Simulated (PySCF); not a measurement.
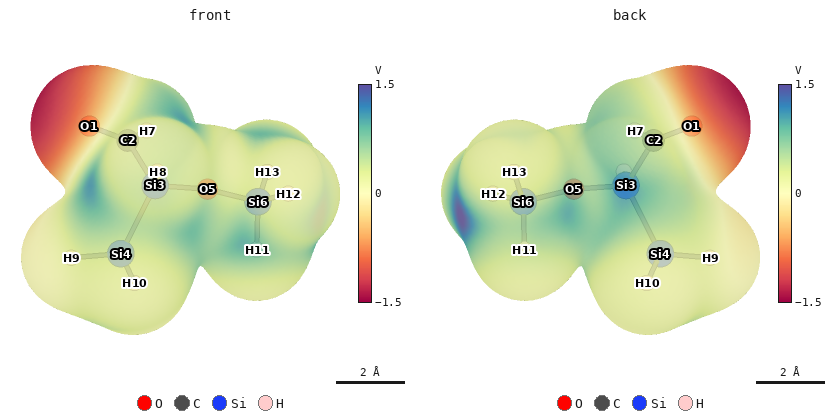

Figure 1: CH$_{7}$O$_{2}$Si$_{3}$ (doublet). The molecular electrostatic potential painted on the density surface at 0.001 e/bohr³, seen from the front and from behind; red is negative and blue positive.

Geometry: GFN2-xTB.

Theory: PySCF 2.14.0, density-fitted response routines, UKS B3LYP, pcH-1 on C H O Si, non-relativistic, mean-field spin-orbit, GIAO.

```xyz
13

O    -0.0009    3.0491   -1.2073
C     0.4366    1.9637   -0.8790
Si   -0.3658    0.8455    0.4301
Si   -2.3241    0.0143   -0.3947
O     0.6594   -0.4001    0.6374
Si    1.4638   -1.7905    0.8082
H     1.2750    1.5202   -1.4618
H    -0.4627    1.5073    1.7360
H    -3.3247    0.9103   -0.9834
H    -2.3576   -1.1824   -1.2512
H     0.5406   -2.8538    0.4119
H     1.8367   -1.8761    2.2170
H     2.6194   -1.7071   -0.0809
```

Describe the electrostatic potential map.

Answer. The most negative region (about −1.4 V) lies over O1, the most positive (about +1.4 V) over Si6. O1 is the likeliest acceptor of a hydrogen bond.
